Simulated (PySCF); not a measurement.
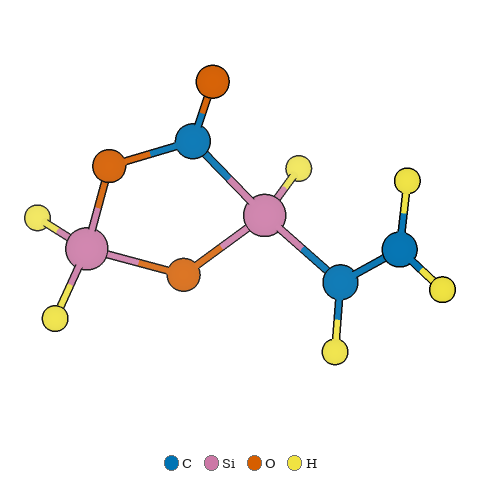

The molecule: C₃H₆O₃Si₂, SMILES C=C[Si@H]1O[SiH2]OC1=O.

Vertical TDDFT excitations, CAM-B3LYP/def2-SVPD with PySCF, at a GFN2-xTB geometry (no frequency check), gas phase.

### Where does it absorb, and how strongly?

The lowest singlet lies at 4.77 eV (260 nm, f = 0.006); the brightest of the first 8 is S5 at 7.12 eV (174 nm), f = 0.122, mainly HOMO−1 → LUMO (60 %). No singlet lies below 3.1 eV (beyond 400 nm), so at this level no vertical transition falls in the visible.


```
state  E (eV)  λ (nm)      f          main character
   S1    4.77     260  0.006    HOMO → LUMO+1 (54 %)
   S2    6.32     196  0.053      HOMO → LUMO (51 %)
   S3    6.58     188  0.028    HOMO → LUMO+2 (66 %)
   S4    6.80     182  0.053    HOMO−2 → LUMO (36 %)
   S5    7.12     174  0.122    HOMO−1 → LUMO (60 %)
   S6    7.24     171  0.028    HOMO → LUMO+3 (80 %)
   S7    7.42     167  0.116  HOMO−1 → LUMO+1 (30 %)
   S8    7.49     166  0.022    HOMO → LUMO+4 (31 %)
```

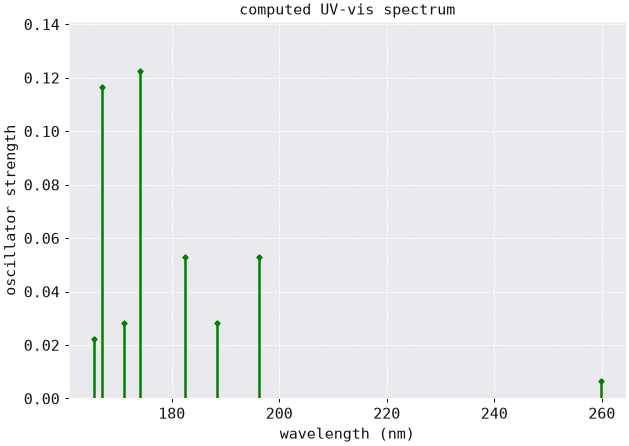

Only the first 8 singlet excitations are included.

Caveats: the tight-binding geometry is rougher than a DFT one and adds to the error; one conformer of a flexible molecule; core orbitals are frozen in the response.
